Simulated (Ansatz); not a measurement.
# Cu(100) film, 6 layers, groove: surface scattering

Aim: how much of the in-plane current does the surface defect in Cu(100) film, 6 layers, groove reflect?

Method: Ansatz plane-wave DFT, PBE, PAW files; relaxation of the atoms about the surface defect; PAW set soft_1, in the first sound run; inputs show where later runs differ, in Ansatz 0.2.0.

## Step 1: Set-up

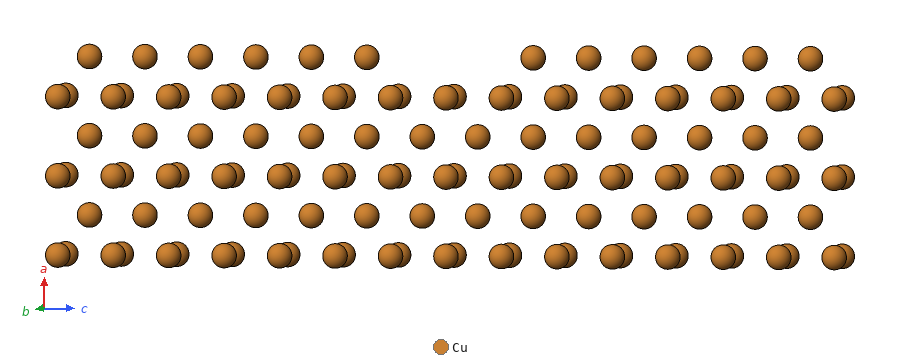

Start, viewed from the side, with the c axis across the page; copper orange. Some periodic images of atoms are drawn too.

The cell holds 82 atoms: 82 Cu. Cell: a = 20.037 Å, b = 2.556 Å, c = 35.786 Å, α = 90.0°, β = 90.0°, γ = 90.0°. It derives from Cu. Vacuum lies along a. The structure's axis is c.

## Step 2: Relaxing about the defect

The neighbours of the defect are let go while the lead's layers stay on their sites, since a lead must repeat to 0.01 Å.

File input.yaml:

```yaml
crystal:
  lattice:
    - [20.0374, 0.0, 0.0]
    - [0.0, 2.5561627297, 0.0]
    - [0.0, 0.0, 35.7862782161]
  atoms:
    - { symbol: Cu, position: [0.2245800353, 0.0, 0.0] }
    - { symbol: Cu, position: [0.3147853514, 0.5, 0.0357142857] }
    - { symbol: Cu, position: [0.4049906675, 0.0, 0.0] }
    - { symbol: Cu, position: [0.4951959835, 0.5, 0.0357142857] }
    - { symbol: Cu, position: [0.5854012996, 0.0, 0.0] }
    - { symbol: Cu, position: [0.6756066156, 0.5, 0.0357142857] }
    - { symbol: Cu, position: [0.2245800353, 0.0, 0.0714285714] }
    - { symbol: Cu, position: [0.3147853514, 0.5, 0.1071428571] }
    - { symbol: Cu, position: [0.4049906675, 0.0, 0.0714285714] }
    - { symbol: Cu, position: [0.4951959835, 0.5, 0.1071428571] }
    - { symbol: Cu, position: [0.5854012996, 0.0, 0.0714285714] }
    - { symbol: Cu, position: [0.6756066156, 0.5, 0.1071428571] }
    - { symbol: Cu, position: [0.2245800353, 0.0, 0.1428571429] }
    - { symbol: Cu, position: [0.3147853514, 0.5, 0.1785714286] }
    - { symbol: Cu, position: [0.4049906675, 0.0, 0.1428571429] }
    - { symbol: Cu, position: [0.4951959835, 0.5, 0.1785714286] }
    - { symbol: Cu, position: [0.5854012996, 0.0, 0.1428571429] }
    - { symbol: Cu, position: [0.6756066156, 0.5, 0.1785714286] }
    - { symbol: Cu, position: [0.2245800353, 0.0, 0.2142857143] }
    - { symbol: Cu, position: [0.3147853514, 0.5, 0.25] }
    - { symbol: Cu, position: [0.4049906675, 0.0, 0.2142857143] }
    - { symbol: Cu, position: [0.4951959835, 0.5, 0.25] }
    - { symbol: Cu, position: [0.5854012996, 0.0, 0.2142857143] }
    - { symbol: Cu, position: [0.6756066156, 0.5, 0.25] }
    - { symbol: Cu, position: [0.2245800353, 0.0, 0.2857142857] }
    - { symbol: Cu, position: [0.3147853514, 0.5, 0.3214285714] }
    - { symbol: Cu, position: [0.4049906675, 0.0, 0.2857142857] }
    - { symbol: Cu, position: [0.4951959835, 0.5, 0.3214285714] }
    - { symbol: Cu, position: [0.5854012996, 0.0, 0.2857142857] }
    - { symbol: Cu, position: [0.6756066156, 0.5, 0.3214285714] }
    - { symbol: Cu, position: [0.2245800353, 0.0, 0.3571428571] }
    - { symbol: Cu, position: [0.3147853514, 0.5, 0.3928571429] }
    - { symbol: Cu, position: [0.4049906675, 0.0, 0.3571428571] }
    - { symbol: Cu, position: [0.4951959835, 0.5, 0.3928571429] }
    - { symbol: Cu, position: [0.5854012996, 0.0, 0.3571428571] }
    - { symbol: Cu, position: [0.6756066156, 0.5, 0.3928571429] }
    - { symbol: Cu, position: [0.2245800353, 0.0, 0.4285714286] }
    - { symbol: Cu, position: [0.3147853514, 0.5, 0.4642857143] }
    - { symbol: Cu, position: [0.4049906675, 0.0, 0.4285714286] }
    - { symbol: Cu, position: [0.4951959835, 0.5, 0.4642857143] }
    - { symbol: Cu, position: [0.5854012996, 0.0, 0.4285714286] }
    - { symbol: Cu, position: [0.2245800353, 0.0, 0.5] }
    - { symbol: Cu, position: [0.3147853514, 0.5, 0.5357142857] }
    - { symbol: Cu, position: [0.4049906675, 0.0, 0.5] }
    - { symbol: Cu, position: [0.4951959835, 0.5, 0.5357142857] }
    - { symbol: Cu, position: [0.5854012996, 0.0, 0.5] }
    - { symbol: Cu, position: [0.2245800353, 0.0, 0.5714285714] }
    - { symbol: Cu, position: [0.3147853514, 0.5, 0.6071428571] }
    - { symbol: Cu, position: [0.4049906675, 0.0, 0.5714285714] }
    - { symbol: Cu, position: [0.4951959835, 0.5, 0.6071428571] }
    - { symbol: Cu, position: [0.5854012996, 0.0, 0.5714285714] }
    - { symbol: Cu, position: [0.6756066156, 0.5, 0.6071428571] }
    - { symbol: Cu, position: [0.2245800353, 0.0, 0.6428571429] }
    - { symbol: Cu, position: [0.3147853514, 0.5, 0.6785714286] }
    - { symbol: Cu, position: [0.4049906675, 0.0, 0.6428571429] }
    - { symbol: Cu, position: [0.4951959835, 0.5, 0.6785714286] }
    - { symbol: Cu, position: [0.5854012996, 0.0, 0.6428571429] }
    - { symbol: Cu, position: [0.6756066156, 0.5, 0.6785714286] }
    - { symbol: Cu, position: [0.2245800353, 0.0, 0.7142857143] }
    - { symbol: Cu, position: [0.3147853514, 0.5, 0.75] }
    - { symbol: Cu, position: [0.4049906675, 0.0, 0.7142857143] }
    - { symbol: Cu, position: [0.4951959835, 0.5, 0.75] }
    - { symbol: Cu, position: [0.5854012996, 0.0, 0.7142857143] }
    - { symbol: Cu, position: [0.6756066156, 0.5, 0.75] }
    - { symbol: Cu, position: [0.2245800353, 0.0, 0.7857142857] }
    - { symbol: Cu, position: [0.3147853514, 0.5, 0.8214285714] }
    - { symbol: Cu, position: [0.4049906675, 0.0, 0.7857142857] }
    - { symbol: Cu, position: [0.4951959835, 0.5, 0.8214285714] }
    - { symbol: Cu, position: [0.5854012996, 0.0, 0.7857142857] }
    - { symbol: Cu, position: [0.6756066156, 0.5, 0.8214285714] }
    - { symbol: Cu, position: [0.2245800353, 0.0, 0.8571428571] }
    - { symbol: Cu, position: [0.3147853514, 0.5, 0.8928571429] }
    - { symbol: Cu, position: [0.4049906675, 0.0, 0.8571428571] }
    - { symbol: Cu, position: [0.4951959835, 0.5, 0.8928571429] }
    - { symbol: Cu, position: [0.5854012996, 0.0, 0.8571428571] }
    - { symbol: Cu, position: [0.6756066156, 0.5, 0.8928571429] }
    - { symbol: Cu, position: [0.2245800353, 0.0, 0.9285714286] }
    - { symbol: Cu, position: [0.3147853514, 0.5, 0.9642857143] }
    - { symbol: Cu, position: [0.4049906675, 0.0, 0.9285714286] }
    - { symbol: Cu, position: [0.4951959835, 0.5, 0.9642857143] }
    - { symbol: Cu, position: [0.5854012996, 0.0, 0.9285714286] }
    - { symbol: Cu, position: [0.6756066156, 0.5, 0.9642857143] }
kpoints:
  mp_grid: { grid: [1, 9, 1] }
hamiltonian:
  xc: pbe
  pseudopotentials: { kind: paw, azcp: { folder: soft_1 } }
scf:
  occupations: { method: fermi_dirac, width: 0.1 }
relax:
  f_tol: 0.03
  max_steps: 40
  constraints:
    - { sites: [0, 1, 2, 3, 4, 5, 6, 7, 8, 9, 10, 11, 12, 13, 14, 15, 16, 17, 18, 19, 20, 21, 22, 23, 24, 25, 26, 27, 28, 29, 30, 31, 32, 33, 36, 37, 38, 39, 41, 42, 43, 44, 46, 47, 48, 49, 52, 53, 54, 55, 57, 58, 59, 60, 61, 62, 63, 64, 65, 66, 67, 68, 69, 70, 71, 72, 73, 74, 75, 76, 77, 78, 79, 80, 81] }
```

On the command line:

```console
$ ansatz run input.yaml --threads 8 --pin off --max-ram 15360MiB --backend cpu --events-out ev --progress --plain --runs-dir out
```

Numbers of over 12 decimals in the logs are rounded to 6 here.

The log of the run:

```text
Engine: ansatz 0.2.0, x86_64-unknown-linux-gnu
Pseudopotentials: kind: paw
Pseudopotential: Cu, paw, valence charge 19, recommended cutoff 420 eV (normal), soft_1/Cu.paw.azcp
Functional definition: PBE
  parameter kappa = 0.804
  parameter beta = 0.066725
  exchange = pbe_x(kappa = kappa, mu = beta*pi^2/3)
  correlation = pbe_c(beta = beta)
Crystal: 82 atoms, lattice volume = 1832.932 Å³
Basis set: ecut = 420 eV, 35929 PW (Γ), exchange–correlation on 270×36×480 points (8 copies of the dense FFT grid, shifted against one another)
Bands: 935, of which v1, the nominal top of the filled ones, is band 779 counted from 1 (778 counted from 0)
Symmetry: 4 space group operations
Space group: Pmm2 (ITA 25), of the structure as read, at distance tolerance 1.2e-4 Å
k-points: 5 of 9
Non-local potential: Cu, projectors of the file, l = 0: 3, l = 1: 2, l = 2: 3, l = 3: 1
PAW form: soft (Blöchl's): semilocal exchange-correlation on the pseudo side does not see the compensation charge
PAW one-centre angular grid: Cu, 590 points (default); XC on 64 Gauss nodes
Initial density: superposition of atomic densities (neutral atoms: chi_scale 0, normalization atom)
Initial wavefunctions: pseudopotential atomic-orbital guess
Functional: x = pbe(κ = 0.804, μ = 0.219515), c = pbe(β = 0.066725)
SCF iter   1: F=—  HF=-543315.459431 eV  |F-HF|=—  |Δ(HF+E_count)|=         —  Δρ=1.84e-1  dr2=3.77e2  ethr=3.10e-3  ⟨swp⟩=6.0  Hψ=17803  notcnv=0  defer=145
preconditioner: auto → LDOS  [metal: Δε(μ)=0.017 eV  Ē_g=7.812 eV  σ=0.100 eV  W_gap=0.04  n_scr=528 (ndim 8)  ℏωp=26.0 eV  f_vac=0.432  D(μ)=38.89/eV (n_scr^D=222)  β→1.0]
SCF iter   2: F=—  HF=-543754.438913 eV  |F-HF|=—  |Δ(HF+E_count)|=    4.39e2  Δρ=3.83e-1  dr2=1.54e3  ethr=3.10e-3  ⟨swp⟩=4.0  Hψ=14922  notcnv=0  defer=551  recentre
SCF iter   3: F=—  HF=-543252.614354 eV  |F-HF|=—  |Δ(HF+E_count)|=    5.02e2  Δρ=4.45e-2  dr2=2.38e1  ethr=3.10e-3  ⟨swp⟩=4.0  Hψ=12412  notcnv=0  defer=568
SCF iter   4: F=—  HF=-543248.781461 eV  |F-HF|=—  |Δ(HF+E_count)|=    3.83e0  Δρ=1.78e-2  dr2=3.29e0  ethr=1.53e-3  ⟨swp⟩=2.6  Hψ=7734  notcnv=0  defer=568
SCF iter   5: F=—  HF=-543248.141697 eV  |F-HF|=—  |Δ(HF+E_count)|=   6.40e-1  Δρ=4.38e-3  dr2=2.30e-1  ethr=2.11e-4  ⟨swp⟩=2.0  Hψ=9078  notcnv=0  defer=577
SCF iter   6: F=—  HF=-543248.203071 eV  |F-HF|=—  |Δ(HF+E_count)|=   6.14e-2  Δρ=1.52e-3  dr2=2.91e-2  ethr=1.48e-5  ⟨swp⟩=2.0  Hψ=6885  notcnv=0  defer=577
SCF iter   7: F=—  HF=-543248.211372 eV  |F-HF|=—  |Δ(HF+E_count)|=   8.30e-3  Δρ=6.19e-4  dr2=4.32e-3  ethr=1.87e-6  ⟨swp⟩=2.2  Hψ=6503  notcnv=0  defer=577
SCF iter   8: F=—  HF=-543248.214766 eV  |F-HF|=—  |Δ(HF+E_count)|=   3.39e-3  Δρ=3.00e-4  dr2=1.40e-3  ethr=2.77e-7  ⟨swp⟩=3.0  Hψ=7463  notcnv=0  defer=577
SCF iter   9: F=—  HF=-543248.214735 eV  |F-HF|=—  |Δ(HF+E_count)|=   3.09e-5  Δρ=1.08e-4  dr2=2.58e-4  ethr=8.98e-8  ⟨swp⟩=2.0  Hψ=6278  notcnv=0  defer=577
SCF iter  10: F=—  HF=-543248.214781 eV  |F-HF|=—  |Δ(HF+E_count)|=   4.59e-5  Δρ=4.73e-5  dr2=3.14e-5  ethr=1.66e-8  ⟨swp⟩=2.0  Hψ=6507  notcnv=0  defer=577
SCF iter  11: F=-543248.214793 eV  HF=-543248.214800 eV  |F-HF|=6.89e-6  |Δ(HF+E_count)|=   1.90e-5  Δρ=2.84e-5  dr2=1.11e-5  ethr=1.44e-9  ⟨swp⟩=3.4  Hψ=11307  notcnv=0
SCF 1 converged in 11 iterations: F = -543248.214793 eV  dr2 = 1.11e-5
  greatest PAW one-centre occupation: 1.000 electrons in one spin orbital (limit 2), on the Cu atom at site 51 (counted from 0), in its partial waves of l = 0
relax step   1: F+E_penalty+E_count = -543248.21479284 eV  Δ(F+E_penalty+E_count) = +0.000e0 eV  max|allowed force component| = 3.735e-1 eV/Å  Δτ_max = 0.0000 Å  (11 SCF iters, dr2 threshold 2.25e-5 eV, accepted)
Initial density: handed on by an earlier stage of this run
Initial wavefunctions: those handed on with the density
iter 1 solved again at ethr=1.04e-6 eV; its pass at ethr=3.10e-3 eV (dr2=1.62e-2 eV) is discarded
SCF iter   1: F=—  HF=-543248.251971 eV  |F-HF|=—  |Δ(HF+E_count)|=         —  Δρ=1.23e-3  dr2=1.48e-2  ethr=1.04e-6  ⟨swp⟩=3.0  Hψ=14092  notcnv=0  defer=568
preconditioner: auto → LDOS  [metal: Δε(μ)=0.014 eV  Ē_g=8.558 eV  σ=0.100 eV  W_gap=0.04  n_scr=528 (ndim 8)  ℏωp=26.0 eV  f_vac=0.431  D(μ)=26.64/eV (n_scr^D=152)  β→1.0]
SCF iter   2: F=—  HF=-543248.256321 eV  |F-HF|=—  |Δ(HF+E_count)|=   4.35e-3  Δρ=1.97e-3  dr2=4.11e-2  ethr=9.51e-7  ⟨swp⟩=3.0  Hψ=8606  notcnv=0  defer=568  recentre
SCF iter   3: F=—  HF=-543248.249580 eV  |F-HF|=—  |Δ(HF+E_count)|=   6.74e-3  Δρ=7.61e-4  dr2=6.64e-3  ethr=9.51e-7  ⟨swp⟩=2.8  Hψ=8229  notcnv=0  defer=568
SCF iter   4: F=—  HF=-543248.249818 eV  |F-HF|=—  |Δ(HF+E_count)|=   2.38e-4  Δρ=8.09e-5  dr2=1.15e-4  ethr=4.26e-7  ⟨swp⟩=2.0  Hψ=7606  notcnv=0  defer=568
SCF iter   5: F=—  HF=-543248.249847 eV  |F-HF|=—  |Δ(HF+E_count)|=   2.90e-5  Δρ=9.65e-5  dr2=1.02e-4  ethr=7.39e-9  ⟨swp⟩=3.0  Hψ=10024  notcnv=0  defer=568
SCF iter   6: F=-543248.249839 eV  HF=-543248.249837 eV  |F-HF|=1.92e-6  |Δ(HF+E_count)|=   9.67e-6  Δρ=1.22e-5  dr2=1.96e-6  ethr=5.60e-10  ⟨swp⟩=2.4  Hψ=16768  notcnv=0
SCF 2 converged in 6 iterations: F = -543248.249839 eV  dr2 = 1.96e-6
relax step   2: F+E_penalty+E_count = -543248.24983906 eV  Δ(F+E_penalty+E_count) = -3.505e-2 eV  max|allowed force component| = 2.398e-1 eV/Å  Δτ_max = 0.0367 Å  (6 SCF iters, dr2 threshold 8.72e-6 eV, accepted)
SCF iter   1: F=—  HF=-543248.285479 eV  |F-HF|=—  |Δ(HF+E_count)|=         —  Δρ=2.10e-3  dr2=4.31e-2  ethr=2.98e-5  ⟨swp⟩=4.6  Hψ=10729  notcnv=0  defer=575
preconditioner: auto → LDOS  [metal: Δε(μ)=0.012 eV  Ē_g=8.562 eV  σ=0.100 eV  W_gap=0.03  n_scr=528 (ndim 8)  ℏωp=26.0 eV  f_vac=0.431  D(μ)=26.66/eV (n_scr^D=152)  β→1.0]
SCF iter   2: F=—  HF=-543248.288653 eV  |F-HF|=—  |Δ(HF+E_count)|=   3.17e-3  Δρ=2.73e-3  dr2=8.42e-2  ethr=2.76e-6  ⟨swp⟩=3.0  Hψ=10277  notcnv=0  defer=575
SCF iter   3: F=—  HF=-543248.281450 eV  |F-HF|=—  |Δ(HF+E_count)|=   7.20e-3  Δρ=1.95e-3  dr2=4.12e-2  ethr=2.76e-6  ⟨swp⟩=2.8  Hψ=8453  notcnv=0  defer=575
SCF iter   4: F=—  HF=-543248.274262 eV  |F-HF|=—  |Δ(HF+E_count)|=   7.19e-3  Δρ=6.02e-4  dr2=3.96e-3  ethr=2.64e-6  ⟨swp⟩=2.0  Hψ=7603  notcnv=0  defer=575
SCF iter   5: F=—  HF=-543248.273545 eV  |F-HF|=—  |Δ(HF+E_count)|=   7.17e-4  Δρ=1.97e-4  dr2=4.43e-4  ethr=2.54e-7  ⟨swp⟩=2.2  Hψ=7755  notcnv=0  defer=575
SCF iter   6: F=—  HF=-543248.274762 eV  |F-HF|=—  |Δ(HF+E_count)|=   1.22e-3  Δρ=2.36e-5  dr2=6.02e-5  ethr=2.84e-8  ⟨swp⟩=3.0  Hψ=8280  notcnv=0  defer=575
SCF iter   7: F=—  HF=-543248.274767 eV  |F-HF|=—  |Δ(HF+E_count)|=   5.10e-6  Δρ=4.17e-5  dr2=2.17e-5  ethr=3.86e-9  ⟨swp⟩=2.0  Hψ=7804  notcnv=0  defer=575
[...]
SCF iter   9: F=-543248.275640 eV  HF=-543248.275639 eV  |F-HF|=1.57e-8  |Δ(HF+E_count)|=   8.85e-9  Δρ=9.36e-7  dr2=2.02e-8  ethr=6.42e-12  ⟨swp⟩=2.6  Hψ=15489  notcnv=0
SCF 4 converged in 9 iterations: F = -543248.275640 eV  dr2 = 2.02e-8
relax step   4: F+E_penalty+E_count = -543248.27563950 eV  Δ(F+E_penalty+E_count) = -8.779e-4 eV  max|allowed force component| = 1.240e-2 eV/Å  Δτ_max = 0.0143 Å  (9 SCF iters, accepted)
SCF converged after 9 iterations
Free energy (F): -543248.275640 eV
Harris-Foulkes:  -543248.275639 eV  (|F-HF|=1.57e-8)
Internal energy: -543247.408131 eV  (E = F + TS)
E sigma→0 (E₀):  -543247.841885 eV
Entropy (-TS):   -0.867508 eV (-10.579 meV/atom)
Fermi energy:    6.543982 eV
--- Per-component energies (eV) ---
  E_band       = -45113.389020
  E_kinetic    = 21429.944212
  E_local      = -2187906.589194  (includes V_loc(G=0)·N_el)
  E_nonlocal   = 73112.714037
  E_hartree    = 1058249.061172
  E_xc         = -5610.752027
  E_vxc        = -7240.837518  (∫ρ·V_xc dr)
  E_paw        = -148943.296458  (= ΣΔE_a)
  E_vpaw       = -61006.797151  (= ΣTr[D̂ρ^β])
  E_aug_tail   = 0.079074  (compensation charges beyond the density's cutoff)
  E_ewald      = 646421.431053
  E_smearing   = -0.867508  (= −TS)
  E_closure    = 0.000000  (closes the sum)
  Σ components = -543248.275640   (vs F -543248.275640, Δ=0.00e0)
--- Forces (eV/Å), atoms counted from 1 ---
  atom   1  Cu     0.15329721     0.00000000     0.00000000
  atom   2  Cu    -0.22015140    -0.00000000    -0.00208978
  atom   3  Cu    -0.00306012     0.00000000     0.00000000
  atom   4  Cu     0.00610662     0.00000000    -0.00105920
  atom   5  Cu     0.22979008     0.00000000     0.00000000
  atom   6  Cu    -0.15097198    -0.00000000    -0.00091075
  atom   7  Cu     0.15301784     0.00000000     0.01281441
  atom   8  Cu    -0.22027101     0.00000000    -0.00653604
  atom   9  Cu    -0.00635267     0.00000000     0.00342805
  atom  10  Cu     0.00755426     0.00000000     0.00137037
  atom  11  Cu     0.22782589     0.00000000    -0.00066630
  atom  12  Cu    -0.15464995     0.00000000    -0.00099213
  atom  13  Cu     0.14675062     0.00000000    -0.01084368
  atom  14  Cu    -0.22195462    -0.00000000     0.00271080
  atom  15  Cu    -0.01224448    -0.00000000    -0.00293526
  atom  16  Cu     0.00756412     0.00000000    -0.00522598
  atom  17  Cu     0.22959955    -0.00000000    -0.00469118
  atom  18  Cu    -0.15719213     0.00000000    -0.00254383
  atom  19  Cu     0.15604219     0.00000000     0.00356358
  atom  20  Cu    -0.23152338     0.00000000     0.00193780
  atom  21  Cu    -0.00698342    -0.00000000    -0.00274233
  atom  22  Cu     0.00101224     0.00000000    -0.00479173
  atom  23  Cu     0.22819321     0.00000000     0.00363902
  atom  24  Cu    -0.15318803     0.00000000     0.00525086
  atom  25  Cu     0.15171280     0.00000000     0.01514160
  atom  26  Cu    -0.23745892     0.00000000     0.00051616
  atom  27  Cu     0.00166703    -0.00000000     0.01251196
  atom  28  Cu     0.03356809     0.00000000     0.02174268
  atom  29  Cu     0.22320172     0.00000000    -0.00173189
  atom  30  Cu    -0.12198496     0.00000000    -0.10723929
  atom  31  Cu     0.15005313     0.00000000    -0.00800469
  atom  32  Cu    -0.22793921     0.00000000     0.00638912
  atom  33  Cu    -0.01323225     0.00000000     0.00524787
  atom  34  Cu     0.06542111     0.00000000     0.05146043
  atom  35  Cu     0.00304758     0.00000000    -0.01240018
  atom  36  Cu     0.00493315     0.00000000     0.00446540
  atom  37  Cu     0.15246924     0.00000000    -0.00242381
  atom  38  Cu    -0.23897229     0.00000000     0.00163534
  atom  39  Cu     0.01728225     0.00000000     0.01124743
  atom  40  Cu     0.14963828     0.00000000    -0.08129671
[...]
atom  71  Cu     0.14675062     0.00000000     0.01084368
  atom  72  Cu    -0.22027101     0.00000000     0.00653604
  atom  73  Cu    -0.01224448     0.00000000     0.00293526
  atom  74  Cu     0.00755426     0.00000000    -0.00137037
  atom  75  Cu     0.22959955    -0.00000000     0.00469118
  atom  76  Cu    -0.15464995     0.00000000     0.00099213
  atom  77  Cu     0.15301784     0.00000000    -0.01281441
  atom  78  Cu    -0.22015140    -0.00000000     0.00208978
  atom  79  Cu    -0.00635267     0.00000000    -0.00342805
  atom  80  Cu     0.00610662     0.00000000     0.00105920
  atom  81  Cu     0.22782589     0.00000000     0.00066630
  atom  82  Cu    -0.15097198     0.00000000     0.00091075
  max |Σ_I F_I| component: 6.97e-5 eV/Å
--- Relaxed structure (4 steps of the walk, 4 accepted, 0 SCFs on fresh bases) ---
  F+E_penalty+E_count = -543248.27563950 eV   max|allowed force component| = 1.240e-2 eV/Å
  atoms:
    - { symbol: Cu, position: [0.2245800353, 0.0, 0.0] }
    - { symbol: Cu, position: [0.3147853514, 0.5, 0.035714] }
    - { symbol: Cu, position: [0.4049906675, 0.0, 0.0] }
    - { symbol: Cu, position: [0.4951959835, 0.5, 0.035714] }
    - { symbol: Cu, position: [0.5854012996, 0.0, 0.0] }
    - { symbol: Cu, position: [0.6756066156, 0.5, 0.035714] }
    - { symbol: Cu, position: [0.2245800353, 0.0, 0.071429] }
    - { symbol: Cu, position: [0.3147853514, 0.5, 0.107143] }
    - { symbol: Cu, position: [0.4049906675, 0.0, 0.071429] }
    - { symbol: Cu, position: [0.4951959835, 0.5, 0.107143] }
    - { symbol: Cu, position: [0.5854012996, 0.0, 0.071429] }
    - { symbol: Cu, position: [0.6756066156, 0.5, 0.107143] }
    - { symbol: Cu, position: [0.2245800353, 0.0, 0.142857] }
    - { symbol: Cu, position: [0.3147853514, 0.5, 0.178571] }
    - { symbol: Cu, position: [0.4049906675, 0.0, 0.142857] }
    - { symbol: Cu, position: [0.4951959835, 0.5, 0.178571] }
    - { symbol: Cu, position: [0.5854012996, 0.0, 0.142857] }
    - { symbol: Cu, position: [0.6756066156, 0.5, 0.178571] }
    - { symbol: Cu, position: [0.2245800353, 0.0, 0.214286] }
    - { symbol: Cu, position: [0.3147853514, 0.5, 0.250000] }
    - { symbol: Cu, position: [0.4049906675, 0.0, 0.214286] }
    - { symbol: Cu, position: [0.4951959835, 0.5, 0.250000] }
    - { symbol: Cu, position: [0.5854012996, 0.0, 0.214286] }
    - { symbol: Cu, position: [0.6756066156, 0.5, 0.250000] }
    - { symbol: Cu, position: [0.2245800353, 0.0, 0.2857142857] }
    - { symbol: Cu, position: [0.3147853514, 0.5, 0.3214285714] }
    - { symbol: Cu, position: [0.4049906675, 0.0, 0.2857142857] }
    - { symbol: Cu, position: [0.4951959835, 0.5, 0.3214285714] }
    - { symbol: Cu, position: [0.5854012996, 0.0, 0.2857142857] }
    - { symbol: Cu, position: [0.6756066156, 0.5, 0.3214285714] }
    - { symbol: Cu, position: [0.2245800353, 0.0, 0.3571428571] }
    - { symbol: Cu, position: [0.3147853514, 0.5, 0.392857] }
    - { symbol: Cu, position: [0.4049906675, 0.0, 0.3571428571] }
    - { symbol: Cu, position: [0.4951959835, 0.5, 0.392857] }
    - { symbol: Cu, position: [0.585561, 0, 0.357064] }
    - { symbol: Cu, position: [0.671119, 0.5, 0.391744] }
    - { symbol: Cu, position: [0.2245800353, 0.0, 0.428571] }
    - { symbol: Cu, position: [0.3147853514, 0.5, 0.464286] }
    - { symbol: Cu, position: [0.4049906675, 0.0, 0.428571] }
    - { symbol: Cu, position: [0.4951959835, 0.5, 0.464286] }
[...]
- { symbol: Cu, position: [0.2245800353, 0.0, 0.8571428571] }
    - { symbol: Cu, position: [0.3147853514, 0.5, 0.892857] }
    - { symbol: Cu, position: [0.4049906675, 0.0, 0.8571428571] }
    - { symbol: Cu, position: [0.4951959835, 0.5, 0.892857] }
    - { symbol: Cu, position: [0.5854012996, 0.0, 0.8571428571] }
    - { symbol: Cu, position: [0.6756066156, 0.5, 0.892857] }
    - { symbol: Cu, position: [0.2245800353, 0.0, 0.928571] }
    - { symbol: Cu, position: [0.3147853514, 0.5, 0.964286] }
    - { symbol: Cu, position: [0.4049906675, 0.0, 0.928571] }
    - { symbol: Cu, position: [0.4951959835, 0.5, 0.964286] }
    - { symbol: Cu, position: [0.5854012996, 0.0, 0.928571] }
    - { symbol: Cu, position: [0.6756066156, 0.5, 0.964286] }
```

Run time: 24 min. Hardware: 8 threads of Intel Xeon at 2.70GHz, shared host; peak memory 9.2 GiB; 2.8 h of CPU time.

(Continued in part 2 of 2.)

[Logs are printed without paths, hosts, clocks, repeated set-up lines and the standing remarks that a program may print on its own settings, such as how far it seeks lower states.]

[Hosts, paths, dates, database ids (printed as entryN), source tags and the programs' standing remarks are cut or masked in the printed files.]
